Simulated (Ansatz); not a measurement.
Cost and result by functional for the surface energy of the (31-42) surface of hcp Be in its 1x1 cell, outermost plane spacing 0.17 Å in the ideal cut, in Ansatz (plane waves, PAW). Single points on the PBE structure, on one kind of machine; costs are rough ratios of the slab run's core time (references not counted) to the cheapest single point. r2SCAN's cost holds its higher cutoff (500 against 420 eV). Differences are taken against r2SCAN for comparison alone: no measured value is at hand, so the table doesn't rank accuracy.

Slab: 42 atoms, 10.6 Å thick at the start; k 7x7x1, smearing 0.1 eV, dipole-corrected; all atoms relaxed; held to the start's symmetry, so lower structures may exist; no spin, no spin-orbit, no U. These notes are the PBE run's.

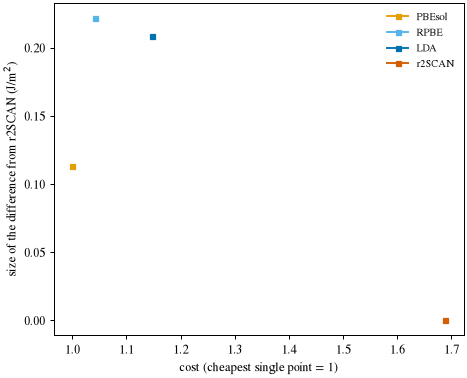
Figure. Difference from r2SCAN against cost

```
functional                     relative cost  surface energy (J/m²)  less r2SCAN (J/m²)
-----------------------------  -------------  ---------------------  ------------------
PBEsol                                     1                   2.37                0.11
RPBE                                       1                   2.03               -0.22
LDA                                        1                   2.46                0.21
r2SCAN                                     2                   2.25                0.00
PBE (the relaxed run's value)              –                   2.18               -0.07
```

The values span 0.43 J/m², while the single points' costs differ by a factor of roughly 2. Differences are of unrounded values.

Ansatz is a first-principles code.
